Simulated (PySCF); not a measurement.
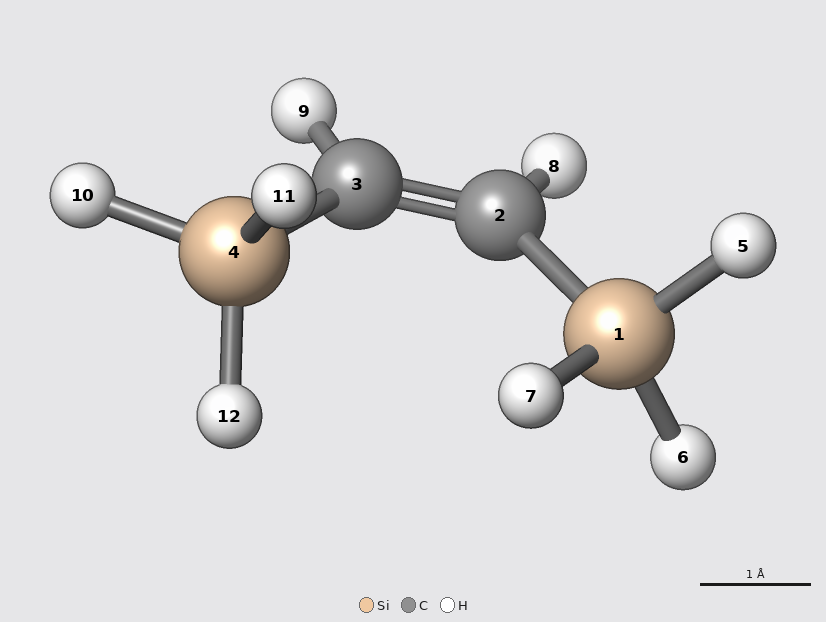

The computed structure is the end point of a PBE0-D3(BJ)/def2-SVP optimisation. No frequency run is at hand to confirm it as a minimum.

Which atoms are bonded, and how long are the bonds?

```csv
bond,length (Å),order
Si1–C2,1.874,single
Si1–H5,1.495,single
Si1–H6,1.495,single
Si1–H7,1.494,single
C2–C3,1.346,double
C2–H8,1.101,single
C3–Si4,1.886,single
C3–H9,1.100,single
Si4–H10,1.494,single
Si4–H11,1.495,single
Si4–H12,1.494,single
```
